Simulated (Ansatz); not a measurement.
Geometry relaxation, with input and output: Si2H7ClO3F2 (part 2 of 3)

The same run, continued: Si2H7ClO3F2; RKS PBE0-D4/def2-TZVP (Ansatz 0.2.0). The geometry is a transition state displaced along its imaginary mode. The reaction was set up to form Si1–O8, H7–O10 and O2–H9 and to break Si1–O2, H7–O8 and H9–O10 (atoms counted from 1 in the order of the input); sticks are drawn by distance alone.

Geometry of the input (Å):
```
Si -1.2367  -0.0922  0.5021
O  0.1796  -0.1926  -0.5850
Si 0.6355  0.8869  -1.8387
F  -1.1488  -1.7336  0.5941
F  -2.7170  -0.1429  -0.0709
Cl -1.2546  2.1250  0.1932
H  0.9461  -0.9879  1.6697
O  -0.6710  0.0748  2.0336
H  0.7759  -0.7143  -0.0668
O  1.4575  -1.3081  0.9516
H  1.3908  2.0411  -1.3177
H  1.5425  0.0447  -2.6557
H  -0.5652  1.2558  -2.6141
H  -0.6267  0.9951  2.3006
H  1.2917  -2.2519  0.9039
```

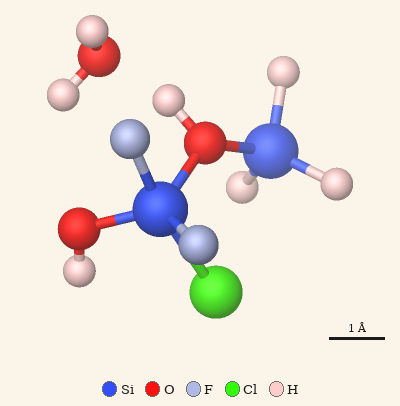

The geometry at step 13 of the log (ball-and-stick view, seen at a tilt).

### Trajectory as extended XYZ, continued
```
15
Properties=species:S:1:pos:R:3:forces:R:3 step=3 energy=-39958.39432
Si   -1.2755   -0.0694    0.4910    0.0699  -0.0838  -0.0340
O     0.1369   -0.1473   -0.6119   -0.2957   0.0893  -0.0037
Si    0.6202    0.9191   -1.8630    0.0920  -0.0503   0.0288
F    -1.1890   -1.7058    0.5807    0.0349   0.1128   0.0065
F    -2.7580   -0.1026   -0.0828   -0.0323   0.0097   0.0042
Cl   -1.2599    2.1341    0.1790    0.0092  -0.0079  -0.0490
H     1.0499   -1.0483    1.7350    0.0089  -0.0498  -0.0350
O    -0.7184    0.1000    2.0361   -0.0290  -0.0321   0.1042
H     0.8128   -0.7434   -0.0912    0.1425  -0.0148  -0.1257
O     1.5634   -1.4016    0.9854    0.0469   0.0252   0.0719
H     1.3744    2.0679   -1.3305   -0.0184   0.0108   0.0042
H     1.5317    0.0579   -2.6567    0.0032  -0.0083   0.0136
H    -0.5773    1.2619   -2.6446   -0.0039   0.0070   0.0006
H    -0.6768    1.0215    2.3070    0.0067  -0.0129  -0.0095
H     1.3655   -2.3442    0.9665   -0.0349   0.0050   0.0230
15
Properties=species:S:1:pos:R:3:forces:R:3 step=5 energy=-39958.40468
Si   -1.2837   -0.0746    0.5090   -0.0189   0.0066  -0.0451
O     0.0956   -0.1496   -0.6333    0.0905  -0.0716   0.0513
Si    0.6310    0.9200   -1.8617   -0.0014  -0.0014   0.0066
F    -1.1822   -1.7052    0.5968    0.0087  -0.0174  -0.0011
F    -2.7793   -0.1120   -0.0343    0.0248   0.0098   0.0426
Cl   -1.2666    2.1256    0.1706   -0.0076  -0.0237  -0.0006
H     1.0677   -1.0156    1.7020    0.0209  -0.0300  -0.0339
O    -0.7158    0.0943    2.0528   -0.0292   0.0504  -0.0331
H     0.7949   -0.7487   -0.1489   -0.0852   0.0317  -0.0487
O     1.5682   -1.3988    0.9585   -0.0029  -0.0177   0.0417
H     1.3652    2.0711   -1.3054   -0.0167  -0.0071   0.0020
H     1.5733    0.0471   -2.6069   -0.0191   0.0141   0.0035
H    -0.5379    1.2641   -2.6877    0.0274   0.0090   0.0046
H    -0.6701    1.0177    2.3160    0.0085   0.0017   0.0211
H     1.3394   -2.3356    0.9726    0.0001   0.0457  -0.0109
15
Properties=species:S:1:pos:R:3:forces:R:3 step=6 energy=-39958.40611
Si   -1.2862   -0.0767    0.5108   -0.0267   0.0543   0.0401
O     0.0877   -0.1582   -0.6370    0.0749  -0.0388   0.0046
Si    0.6353    0.9180   -1.8547   -0.0381   0.0515  -0.0207
F    -1.1794   -1.7056    0.6123    0.0084  -0.0209  -0.0053
F    -2.7858   -0.1195   -0.0202    0.0278  -0.0051   0.0265
Cl   -1.2745    2.1208    0.1616   -0.0114  -0.0039  -0.0381
H     1.0665   -1.0278    1.6966    0.0160   0.0081  -0.0048
O    -0.7151    0.1113    2.0513   -0.0214   0.0001  -0.0382
H     0.7887   -0.7545   -0.1582   -0.0646   0.0117  -0.0023
O     1.5728   -1.4006    0.9530   -0.0084  -0.0238   0.0081
H     1.3555    2.0711   -1.2853    0.0176  -0.0263   0.0032
H     1.5791    0.0468   -2.5989    0.0010   0.0138   0.0159
H    -0.5213    1.2739   -2.6925    0.0107  -0.0099   0.0059
H    -0.6681    1.0377    2.3046    0.0050  -0.0140   0.0095
H     1.3446   -2.3370    0.9567    0.0093   0.0033  -0.0044
15
Properties=species:S:1:pos:R:3:forces:R:3 step=7 energy=-39958.40816
Si   -1.2905   -0.0780    0.5125   -0.0195   0.0494   0.0664
O     0.0782   -0.1656   -0.6414    0.0459  -0.0107  -0.0040
Si    0.6368    0.9215   -1.8454   -0.0313   0.0562  -0.0254
F    -1.1760   -1.7058    0.6259    0.0028  -0.0190  -0.0072
F    -2.7946   -0.1295   -0.0030    0.0052  -0.0309   0.0206
Cl   -1.2945    2.1141    0.1333    0.0148   0.0026  -0.0204
H     1.0885   -1.0272    1.6899    0.0124   0.0083  -0.0092
O    -0.7135    0.1260    2.0487   -0.0187   0.0143  -0.0571
H     0.7776   -0.7643   -0.1693   -0.0383  -0.0030   0.0150
O     1.5783   -1.4089    0.9404   -0.0058   0.0026   0.0090
H     1.3627    2.0628   -1.2611    0.0123  -0.0127   0.0100
H     1.5835    0.0524   -2.5866    0.0080  -0.0005   0.0013
H    -0.5092    1.2901   -2.6914    0.0106  -0.0127   0.0001
H    -0.6658    1.0541    2.2951   -0.0024  -0.0166   0.0044
H     1.3384   -2.3417    0.9527    0.0044  -0.0273  -0.0036
15
Properties=species:S:1:pos:R:3:forces:R:3 step=8 energy=-39958.41065
Si   -1.3044   -0.0809    0.5194    0.0493   0.0065   0.1213
O     0.0497   -0.1810   -0.6536   -0.0070   0.0189  -0.0242
Si    0.6409    0.9360   -1.8195   -0.0224   0.0309  -0.0032
F    -1.1589   -1.7048    0.6690   -0.0187   0.0119  -0.0128
F    -2.8228   -0.1704    0.0532    0.0332   0.0157   0.0203
Cl   -1.3325    2.0959    0.0554   -0.0352  -0.0067   0.0137
H     1.1497   -1.0313    1.6664    0.0398  -0.0377  -0.0796
O    -0.7084    0.1754    2.0399   -0.0491   0.0080  -0.0991
H     0.7429   -0.7904   -0.2005    0.0190  -0.0363   0.0321
O     1.5905   -1.4393    0.9003   -0.0514  -0.0011   0.0670
H     1.3733    2.0477   -1.1871   -0.0096  -0.0006  -0.0084
H     1.5996    0.0712   -2.5479    0.0295  -0.0211  -0.0182
H    -0.4708    1.3269   -2.7000    0.0194  -0.0040   0.0031
H    -0.6680    1.1087    2.2663   -0.0095  -0.0163  -0.0099
H     1.3190   -2.3639    0.9387    0.0128   0.0319  -0.0022
15
Properties=species:S:1:pos:R:3:forces:R:3 step=9 energy=-39958.41092
Si   -1.3071   -0.0781    0.5240    0.0194   0.0066   0.0968
O     0.0437   -0.1824   -0.6540    0.0414  -0.0037   0.0218
Si    0.6427    0.9388   -1.8140    0.0009   0.0007   0.0074
F    -1.1570   -1.7014    0.6804   -0.0072   0.0191  -0.0083
F    -2.8288   -0.1748    0.0697    0.0223  -0.0057   0.0171
Cl   -1.3555    2.0949    0.0412    0.0096  -0.0217   0.0084
H     1.1677   -1.0410    1.6522   -0.0909   0.1009   0.1824
O    -0.7079    0.1903    2.0398   -0.0423  -0.0659  -0.1156
H     0.7361   -0.7995   -0.2036   -0.0303   0.0265  -0.0173
O     1.5942   -1.4517    0.8882    0.0875  -0.0421  -0.1920
H     1.3704    2.0495   -1.1739   -0.0225   0.0018  -0.0056
H     1.6119    0.0764   -2.5330    0.0192  -0.0189  -0.0110
H    -0.4566    1.3281   -2.7104    0.0087  -0.0012   0.0145
H    -0.6709    1.1232    2.2612   -0.0058   0.0609   0.0087
H     1.3171   -2.3725    0.9322   -0.0100  -0.0574  -0.0073
15
Properties=species:S:1:pos:R:3:forces:R:3 step=11 energy=-39958.41297
Si   -1.3076   -0.0685    0.5383   -0.0281   0.0157   0.0078
O     0.0443   -0.1715   -0.6391    0.0175  -0.0276   0.0180
Si    0.6493    0.9415   -1.8030   -0.0121  -0.0087   0.0143
F    -1.1410   -1.6887    0.7151    0.0265   0.0041  -0.0181
F    -2.8300   -0.1909    0.0931   -0.0011   0.0020  -0.0032
Cl   -1.3819    2.0936    0.0130    0.0065  -0.0008  -0.0024
H     1.2280   -1.0766    1.6375    0.0389  -0.0401  -0.0760
O    -0.7255    0.2308    2.0485   -0.0051   0.0073   0.0056
H     0.7337   -0.8034   -0.2042   -0.0323   0.0239  -0.0122
O     1.6018   -1.4897    0.8412   -0.0293  -0.0058   0.0874
H     1.3504    2.0691   -1.1664    0.0007   0.0177   0.0025
H     1.6408    0.0798   -2.4931    0.0150  -0.0155  -0.0049
H    -0.4350    1.3076   -2.7252   -0.0118   0.0046   0.0001
H    -0.7134    1.1672    2.2629    0.0073  -0.0091  -0.0145
H     1.2859   -2.4003    0.8813    0.0073   0.0322  -0.0046
15
Properties=species:S:1:pos:R:3:forces:R:3 step=12 energy=-39958.41353
Si   -1.3104   -0.0646    0.5422   -0.0298   0.0081  -0.0132
O     0.0420   -0.1699   -0.6345    0.0249  -0.0263   0.0174
Si    0.6513    0.9424   -1.7969   -0.0157   0.0021   0.0125
F    -1.1352   -1.6836    0.7254    0.0176   0.0046  -0.0082
F    -2.8337   -0.1966    0.1020    0.0072   0.0064  -0.0012
Cl   -1.3918    2.0929   -0.0030   -0.0033  -0.0057   0.0059
H     1.2541   -1.0914    1.6308    0.0430  -0.0551  -0.0919
O    -0.7312    0.2471    2.0494   -0.0038   0.0182   0.0237
H     0.7292   -0.8062   -0.2041   -0.0267   0.0218  -0.0193
O     1.6073   -1.5058    0.8260   -0.0351   0.0071   0.0984
H     1.3397    2.0775   -1.1590    0.0103   0.0058  -0.0022
H     1.6528    0.0810   -2.4750    0.0008  -0.0009  -0.0005
H    -0.4289    1.3032   -2.7266   -0.0007  -0.0055  -0.0072
H    -0.7221    1.1850    2.2578    0.0055  -0.0161  -0.0154
H     1.2766   -2.4113    0.8655    0.0057   0.0354   0.0010
15
Properties=species:S:1:pos:R:3:forces:R:3 step=13 energy=-39958.41448
Si   -1.3185   -0.0521    0.5564   -0.0355  -0.0107  -0.0424
O     0.0375   -0.1601   -0.6165    0.0297  -0.0219   0.0270
Si    0.6563    0.9486   -1.7774    0.0034  -0.0006  -0.0266
F    -1.1144   -1.6670    0.7622   -0.0040   0.0290   0.0138
F    -2.8432   -0.2168    0.1288    0.0463   0.0200   0.0021
Cl   -1.4278    2.0916   -0.0458   -0.0132  -0.0283   0.0065
H     1.3324   -1.1455    1.6098    0.0668  -0.1352  -0.1974
O    -0.7534    0.3006    2.0563   -0.0102   0.0336   0.0508
H     0.7185   -0.8115   -0.2025   -0.0127   0.0221  -0.0320
O     1.6237   -1.5564    0.7774   -0.0833   0.0226   0.1703
H     1.3179    2.1029   -1.1432    0.0026  -0.0175  -0.0088
H     1.6856    0.0870   -2.4201   -0.0368   0.0334   0.0187
H    -0.4065    1.2819   -2.7391    0.0223  -0.0094   0.0075
H    -0.7571    1.2429    2.2452    0.0011  -0.0386  -0.0196
H     1.2487   -2.4463    0.8087    0.0236   0.1016   0.0301
15
Properties=species:S:1:pos:R:3:forces:R:3 step=14 energy=-39958.41546
Si   -1.3205   -0.0447    0.5647   -0.0451  -0.0119  -0.0552
O     0.0406   -0.1512   -0.6027    0.0385  -0.0576   0.0498
Si    0.6588    0.9509   -1.7692    0.0026   0.0113  -0.0425
F    -1.1049   -1.6573    0.7831    0.0035   0.0447   0.0136
F    -2.8431   -0.2247    0.1343    0.0539   0.0159   0.0029
Cl   -1.4437    2.0912   -0.0657   -0.0102  -0.0279   0.0152
H     1.3810   -1.1748    1.5959    0.0733  -0.1814  -0.2589
O    -0.7709    0.3269    2.0643   -0.0167   0.0424   0.0491
H     0.7189   -0.8123   -0.1985   -0.0230   0.0318  -0.0435
O     1.6315   -1.5854    0.7493   -0.1018   0.0300   0.2207
H     1.3076    2.1167   -1.1419    0.0035  -0.0247  -0.0115
H     1.6995    0.0897   -2.3965   -0.0490   0.0425   0.0266
H    -0.3989    1.2679   -2.7428    0.0318  -0.0115   0.0115
H    -0.7846    1.2708    2.2445    0.0023  -0.0426  -0.0200
H     1.2284   -2.4639    0.7813    0.0365   0.1391   0.0422
15
Properties=species:S:1:pos:R:3:forces:R:3 step=15 energy=-39958.41519 accepted=F
Si   -1.3242   -0.0238    0.5865   -0.0529  -0.0102  -0.0054
O     0.0549   -0.1250   -0.5600    0.0729  -0.1511   0.1060
Si    0.6625    0.9579   -1.7490    0.0156   0.0446  -0.0768
F    -1.0750   -1.6289    0.8442    0.0093   0.1143   0.0084
F    -2.8368   -0.2478    0.1361    0.1089   0.0090   0.0092
Cl   -1.4818    2.0935   -0.1100    0.0026  -0.0446   0.0156
H     1.5076   -1.2653    1.5605    0.0813  -0.4180  -0.6469
O    -0.8267    0.4015    2.0890   -0.0508   0.0523  -0.0080
H     0.7270   -0.8118   -0.1844   -0.0683   0.0752  -0.0677
O     1.6554   -1.6665    0.6770   -0.2565   0.0421   0.5285
H     1.2854    2.1527   -1.1469   -0.0124  -0.0500  -0.0226
H     1.7278    0.0974   -2.3401   -0.0741   0.0585   0.0403
H    -0.3855    1.2291   -2.7499    0.0579  -0.0168   0.0418
H    -0.8684    1.3499    2.2425    0.0044  -0.0841  -0.0287
H     1.1776   -2.5132    0.7046    0.1622   0.3789   0.1064
15
Properties=species:S:1:pos:R:3:forces:R:3 step=17 energy=-39958.42478
Si   -1.3228   -0.0254    0.5813    0.0137  -0.0101   0.0504
O     0.0589   -0.1283   -0.5597    0.0435  -0.0819   0.0348
Si    0.6571    0.9591   -1.7523   -0.0189   0.0355   0.0034
F    -1.0744   -1.6279    0.8440   -0.0044   0.0395   0.0018
F    -2.8271   -0.2480    0.1078    0.0744   0.0102   0.0021
Cl   -1.4637    2.0940   -0.1018   -0.0265  -0.0033   0.0081
H     1.5282   -1.2617    1.5589    0.0560  -0.1981  -0.3332
O    -0.8379    0.3936    2.0905   -0.0543   0.0234  -0.0292
H     0.7303   -0.8128   -0.1869   -0.0452   0.0415  -0.0399
O     1.6566   -1.6673    0.6830   -0.1434  -0.0015   0.2953
H     1.2919    2.1438   -1.1473    0.0079  -0.0190  -0.0162
H     1.7066    0.0984   -2.3585   -0.0066   0.0095   0.0052
H    -0.3986    1.2423   -2.7371    0.0213  -0.0129   0.0003
H    -0.8720    1.3417    2.2414   -0.0022  -0.0285  -0.0063
H     1.1667   -2.5017    0.7368    0.0847   0.1957   0.0235
15
Properties=species:S:1:pos:R:3:forces:R:3 step=18 energy=-39958.43142
Si   -1.3230   -0.0125    0.5958   -0.0370  -0.0168   0.0780
O     0.0703   -0.1133   -0.5299   -0.0091   0.0113   0.0262
Si    0.6555    0.9678   -1.7372    0.0237  -0.0212  -0.0291
F    -1.0527   -1.6073    0.8875   -0.0013   0.0396   0.0024
F    -2.8113   -0.2653    0.0860    0.0882  -0.0358   0.0166
Cl   -1.4973    2.0960   -0.1178    0.0664  -0.0048  -0.0209
H     1.6556   -1.3181    1.5174    0.0109  -0.3122  -0.5386
O    -0.8896    0.4369    2.1108   -0.0474   0.0246  -0.0711
H     0.7340   -0.8143   -0.1818   -0.0099   0.0220  -0.0216
O     1.6703   -1.7281    0.6300   -0.2473  -0.0309   0.4887
H     1.2997    2.1585   -1.1554   -0.0459   0.0065   0.0138
H     1.7099    0.1062   -2.3307    0.0147  -0.0157   0.0027
H    -0.3901    1.2217   -2.7401   -0.0063   0.0141   0.0321
H    -0.9370    1.3873    2.2426   -0.0104  -0.0306  -0.0006
H     1.1055   -2.5155    0.7228    0.2109   0.3499   0.0213
15
Properties=species:S:1:pos:R:3:forces:R:3 step=19 energy=-39958.45597
Si   -1.3146    0.0041    0.6200   -0.0713   0.0277   0.0693
O     0.0933   -0.0885   -0.4839    0.0292  -0.0428   0.0218
Si    0.6602    0.9696   -1.7231   -0.0481   0.0263  -0.0013
F    -1.0241   -1.5758    0.9719    0.0865   0.0635  -0.0568
F    -2.7708   -0.2953    0.0494    0.0636  -0.0154  -0.0052
Cl   -1.4907    2.0986   -0.1446    0.0040   0.0406  -0.0164
H     1.8047   -1.4205    1.4321    0.0014  -0.1192  -0.1806
O    -0.9742    0.5023    2.1397   -0.0277  -0.0276  -0.0103
H     0.7555   -0.8051   -0.1720   -0.0359  -0.0450   0.0202
O     1.6713   -1.8003    0.5514   -0.0537   0.0031   0.1483
H     1.2860    2.1844   -1.1728   -0.0131  -0.0061   0.0101
H     1.7227    0.1038   -2.2985    0.0004  -0.0094   0.0174
H    -0.3951    1.1911   -2.7228    0.0119  -0.0060  -0.0045
H    -1.0632    1.4506    2.2573    0.0015  -0.0010  -0.0309
H     1.0388   -2.5190    0.6960    0.0512   0.1113   0.0190
15
Properties=species:S:1:pos:R:3:forces:R:3 step=20 energy=-39958.46599
Si   -1.3067    0.0127    0.6333   -0.0182  -0.0171  -0.0927
O     0.1069   -0.0817   -0.4630   -0.0648   0.0574  -0.0272
Si    0.6601    0.9725   -1.7134   -0.0141  -0.0438   0.0471
F    -0.9899   -1.5595    0.9984    0.0183   0.0085   0.0120
F    -2.7458   -0.3150    0.0360    0.0554  -0.0148   0.0232
Cl   -1.4942    2.0979   -0.1568    0.0060   0.0320   0.0090
H     1.8480   -1.4423    1.3782    0.0509  -0.0488  -0.0400
O    -1.0042    0.5257    2.1528   -0.0229  -0.0037   0.0292
H     0.7544   -0.8229   -0.1748    0.0036   0.0164   0.0143
O     1.6615   -1.8289    0.5139    0.0434   0.0220   0.0167
H     1.2801    2.1919   -1.1673   -0.0095   0.0023  -0.0073
H     1.7269    0.1011   -2.2750   -0.0003   0.0184   0.0003
H    -0.3916    1.1799   -2.7201    0.0127  -0.0051  -0.0014
H    -1.1041    1.4740    2.2588   -0.0014   0.0139  -0.0158
H     0.9984   -2.5055    0.6990   -0.0592  -0.0377   0.0325
15
Properties=species:S:1:pos:R:3:forces:R:3 step=21 energy=-39958.47732
Si   -1.3032    0.0262    0.6459   -0.0415  -0.0036   0.0130
O     0.1201   -0.0638   -0.4297    0.0174   0.0390  -0.0320
Si    0.6554    0.9793   -1.6963    0.0659  -0.0102  -0.0297
F    -0.9549   -1.5315    1.0512   -0.0284   0.0036   0.0263
F    -2.7138   -0.3475    0.0072    0.1056   0.0296   0.0316
Cl   -1.5034    2.1092   -0.1568   -0.0030  -0.0154  -0.0674
H     1.9976   -1.5323    1.2865   -0.2646  -0.3663  -0.6580
O    -1.0675    0.5717    2.1663   -0.0158  -0.0456   0.0250
H     0.7632   -0.8206   -0.1612   -0.0443   0.0044  -0.0067
O     1.6419   -1.9005    0.4513   -0.0371   0.0462   0.7109
H     1.2626    2.2163   -1.1760   -0.0309   0.0033   0.0100
H     1.7409    0.1224   -2.2460   -0.0083  -0.0068   0.0315
H    -0.3806    1.1502   -2.7265   -0.0270   0.0020   0.0436
H    -1.1825    1.5208    2.2513   -0.0069  -0.0155  -0.0265
H     0.9240   -2.5000    0.7328    0.3189   0.3352  -0.0716
15
Properties=species:S:1:pos:R:3:forces:R:3 step=22 energy=-39958.48183
Si   -1.3068    0.0347    0.6490   -0.0628   0.0176  -0.0809
O     0.1284   -0.0534   -0.4110    0.0292  -0.0617   0.0955
Si    0.6671    0.9813   -1.6807   -0.0561   0.0296  -0.0118
F    -0.9564   -1.5182    1.0725    0.0180  -0.0286   0.0265
F    -2.7042   -0.3527   -0.0107    0.0914  -0.0187   0.0663
Cl   -1.5181    2.0996   -0.2002   -0.0039   0.0162   0.0703
H     2.1371   -1.5985    1.1677   -0.5680  -0.4773  -0.8575
O    -1.1001    0.5897    2.1702   -0.0275   0.0189  -0.0575
H     0.7610   -0.8225   -0.1493   -0.0320   0.0118  -0.0745
O     1.6199   -1.9483    0.4039   -0.0714   0.0508   1.1656
H     1.2470    2.2307   -1.1589    0.0268  -0.0157  -0.0108
H     1.7575    0.1197   -2.2126   -0.0005   0.0259   0.0054
H    -0.3854    1.1460   -2.6954    0.0533  -0.0280  -0.0254
H    -1.2206    1.5392    2.2438   -0.0088  -0.0045  -0.0107
H     0.8734   -2.4473    0.8119    0.6122   0.4637  -0.3006
```
